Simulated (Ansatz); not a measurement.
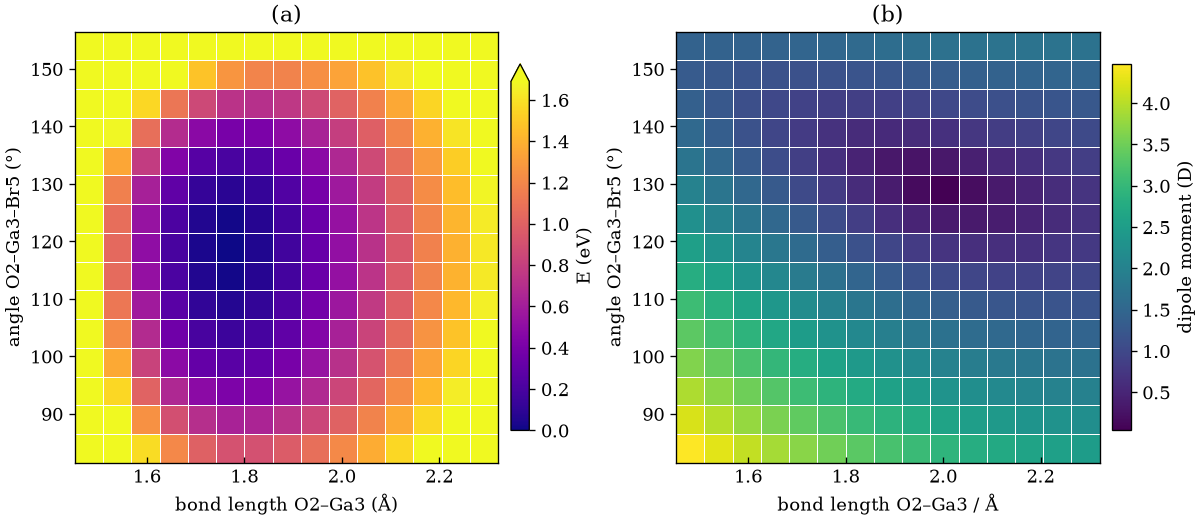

CH3BrClGaO, SMILES C[O][Ga]([Cl])[Br]. Coordinates scanned: (1) bond length O2–Ga3; (2) angle O2–Ga3–Br5. Nothing is relaxed (all other coordinates rigid). Grid: 15 × 15 points. All energies are given in eV relative to the lowest grid point. Level of theory: Ansatz 0.2.0, RKS r2SCAN-D4/def2-SVP.

Panel (a) is the energy and panel (b) the computed dipole moment on the same grid.

Drawn: one coloured cell a grid point, one colour for all values above the top of the scale.

### How does the dipole moment vary over the map, and what is it at the lowest grid point?

Leaving out the highest fifth of the energies, it runs from 0.04 D at bond length O2–Ga3 = 2.003 Å, angle O2–Ga3–Br5 = 129° to 4.07 D at bond length O2–Ga3 = 1.597 Å, angle O2–Ga3–Br5 = 84°. At the lowest grid point, bond length O2–Ga3 = 1.771 Å, angle O2–Ga3–Br5 = 119°, it is 1.35 D.

```tsv
angle O2–Ga3–Br5 ↓, bond length O2–Ga3 →	1.481	1.539	1.597	1.655	1.713	1.771	1.829	1.887	1.945	2.003	2.061	2.118	2.176	2.234	2.292
154	1.42	1.42	1.42	1.44	1.47	1.51	1.55	1.60	1.64	1.68	1.71	1.73	1.74	1.73	1.71
149	1.30	1.24	1.19	1.15	1.14	1.16	1.19	1.23	1.28	1.34	1.38	1.42	1.45	1.47	1.48
144	1.38	1.24	1.11	1.00	0.91	0.87	0.86	0.88	0.93	0.99	1.06	1.12	1.17	1.21	1.25
139	1.54	1.35	1.16	0.97	0.81	0.68	0.59	0.56	0.59	0.66	0.74	0.82	0.90	0.97	1.03
134	1.75	1.53	1.30	1.08	0.86	0.65	0.47	0.32	0.26	0.32	0.43	0.54	0.65	0.75	0.84
129	1.99	1.75	1.51	1.27	1.04	0.81	0.58	0.37	0.17	0.04	0.19	0.34	0.48	0.60	0.71
124	2.25	2.01	1.76	1.52	1.28	1.06	0.84	0.64	0.48	0.36	0.33	0.39	0.48	0.59	0.69
119	2.52	2.28	2.04	1.80	1.57	1.35	1.14	0.96	0.81	0.70	0.64	0.63	0.66	0.71	0.78
114	2.80	2.56	2.32	2.09	1.87	1.66	1.46	1.29	1.15	1.04	0.96	0.92	0.91	0.93	0.97
109	3.08	2.85	2.61	2.39	2.17	1.97	1.78	1.62	1.48	1.36	1.28	1.23	1.20	1.19	1.20
104	3.36	3.13	2.91	2.69	2.48	2.28	2.10	1.94	1.80	1.69	1.60	1.53	1.49	1.46	1.45
99	3.64	3.42	3.20	2.98	2.78	2.59	2.42	2.26	2.12	2.01	1.91	1.83	1.78	1.73	1.70
94	3.92	3.70	3.49	3.28	3.08	2.90	2.73	2.57	2.44	2.32	2.21	2.13	2.06	2.01	1.96
89	4.20	3.99	3.78	3.58	3.38	3.20	3.04	2.88	2.74	2.62	2.51	2.42	2.34	2.28	2.22
84	4.48	4.27	4.07	3.87	3.68	3.51	3.34	3.19	3.05	2.92	2.81	2.71	2.62	2.54	2.47
```
